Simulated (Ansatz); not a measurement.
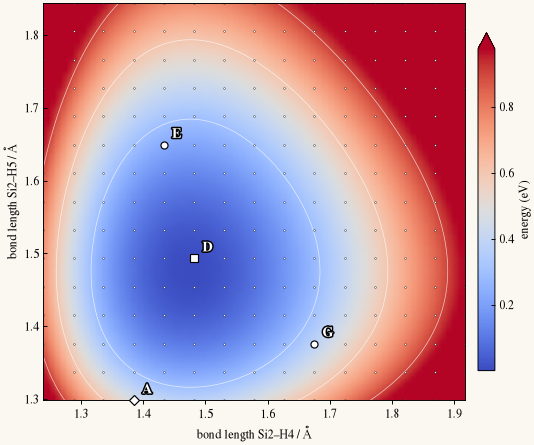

CH₃Si, SMILES [CH+]=[SiH2], charge +1. First axis: bond length Si2–H4. Second axis: bond length Si2–H5. Nothing is relaxed (all other coordinates rigid). Grid: 15 × 15 points. Points are written as (first, second). All energies are given in eV relative to the relaxed molecule at the same level. These are results of Ansatz, RKS r2SCAN-D4/def2-TZVP, not measurements.

Drawn: a smooth colour map with a few white contour lines, dots at the grid points, one colour for all values above the top of the scale, lettered points. Between grid points the surface is interpolated.

### What kind of point is each of D, E, G: minimum, saddle, maximum or slope?

D: minimum; E: on a slope; G: on a slope. (In these two coordinates alone; a stationary point may lie a little off the grid point.)

### Rank the lettered points by energy, lowest first.

D (0.0033 eV), E (0.24 eV), G (0.38 eV), A (0.47 eV).
